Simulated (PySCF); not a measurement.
## Electronic structure of C4H7OSi (doublet) in real space

```xyz
13

C     1.4725    2.6853   -0.9917
C     1.3278    1.5617   -0.5969
Si    1.1796   -0.1579    0.1339
O     1.0400   -0.0906    1.7505
C    -0.4602   -0.8989   -0.4855
C    -1.6820   -0.0598   -0.1297
H     2.3791   -0.9015   -0.2636
H     1.6832    0.3315    2.3131
H    -0.5707   -1.8966   -0.0578
H    -0.4085   -1.0233   -1.5678
H    -2.5918   -0.5322   -0.4980
H    -1.6067    0.9308   -0.5728
H    -1.7667    0.0520    0.9485
```

Geometry: GFN2-xTB.

Method: UKS B3LYP, pcH-1 on C H O Si, non-relativistic, mean-field spin-orbit, GIAO (PySCF 2.14.0, density-fitted response routines).

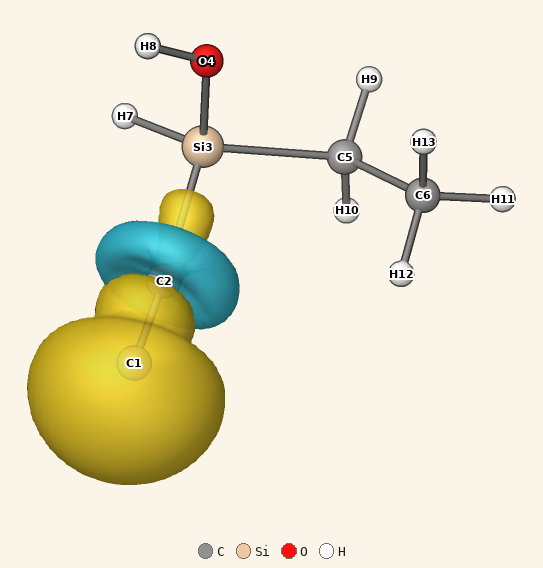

Figure 1. Isosurfaces of the spin density (α minus β) at +0.02 (yellow) and −0.02 e/Å³ (cyan), seen at a tilt.

Question: Describe the spin distribution.

Answer: The unpaired spin (1 electron) lies mostly on C1 (about 1.0), in electrons by Hirshfeld's partition.

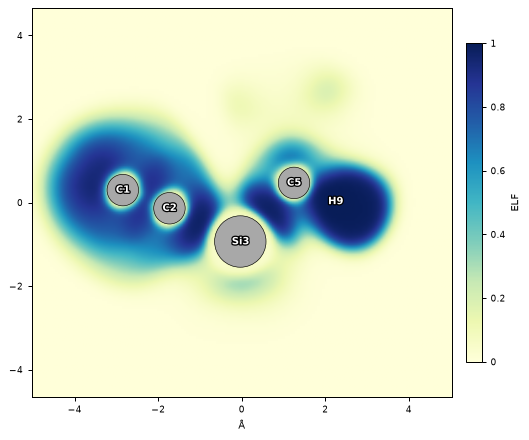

Figure 2. ELF on the plane of atoms Si3, C5 and H9. Grey discs cover the atomic cores.

Question: Read the bonding off the picture.

Answer: Atoms in the plane: C, Si and H. C–C (1.20 Å): the ELF peaks at about 0.85 between the atoms: a multiple bond. C–Si (1.87 Å): the ELF peaks at about 0.95 between the atoms; a shared electron pair. C–H (1.09 Å): the ELF climbs to about 1 towards the hydrogen, as it does in any bond to H: an ordinary covalent bond to hydrogen. The ELF also peaks beside C1, away from the bonds: non-bonding electrons, paired or unpaired.

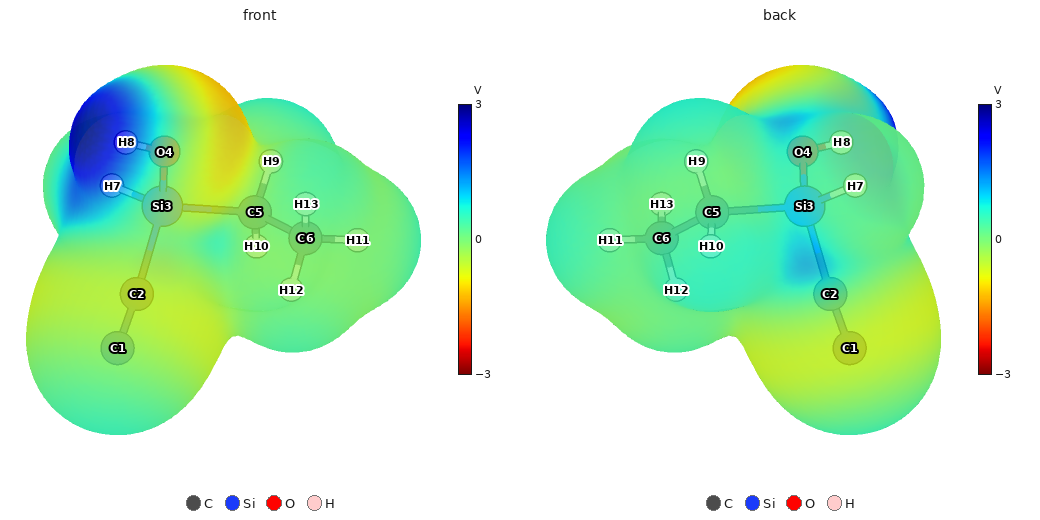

Figure 3. The molecular electrostatic potential painted on the density surface at 0.002 e/bohr³, seen from the front and from behind; the colour scale runs from red (negative) to blue (positive).

Question: Where is the surface potential most negative and most positive?

Answer: The most negative region (about −1.2 V, or −28 kcal/mol for a unit charge) lies over O4, the most positive (about +2.8 V, or +65 kcal/mol for a unit charge) over H8. O4 is the likeliest acceptor of a hydrogen bond.
